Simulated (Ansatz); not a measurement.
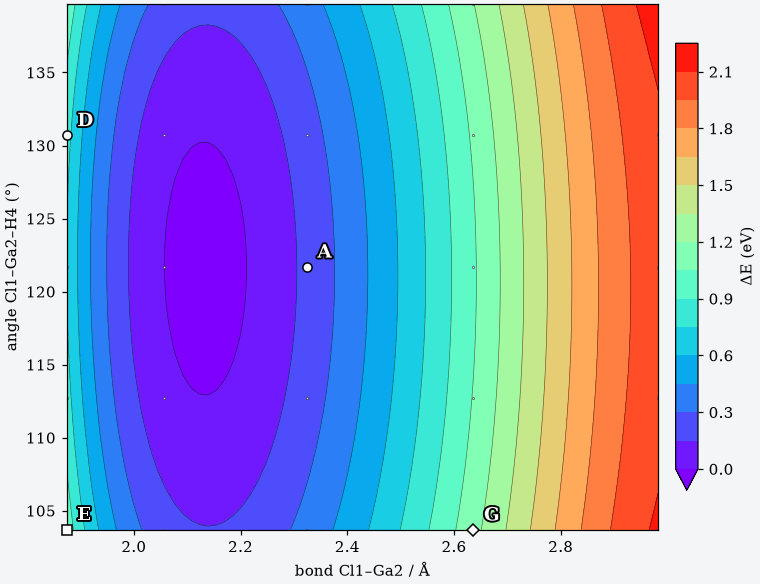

BrClGaH, SMILES [Cl][GaH][Br]. Two internal coordinates are moved rigidly from the geometry relaxed at PBE0-D4/def2-TZVP, all others fixed. Coordinates scanned: (1) bond Cl1–Ga2; (2) angle Cl1–Ga2–H4. The scan uses a 5 × 5 grid. Energies are in eV, from the lowest grid point. Level of theory: RKS PBE0-D4/def2-TZVPP in Ansatz.

The picture shows filled contours, dots at the grid points, lettered points. Between grid points the surface is interpolated.

Is G the lowest point of the computed grid?

No. G lies 1.15 eV above the lowest grid point, which is at bond Cl1–Ga2 = 2.057 Å, angle Cl1–Ga2–H4 = 121.7°.

Rank the lettered points by energy, lowest first.

A (0.19 eV), D (0.81 eV), E (1.00 eV), G (1.15 eV).
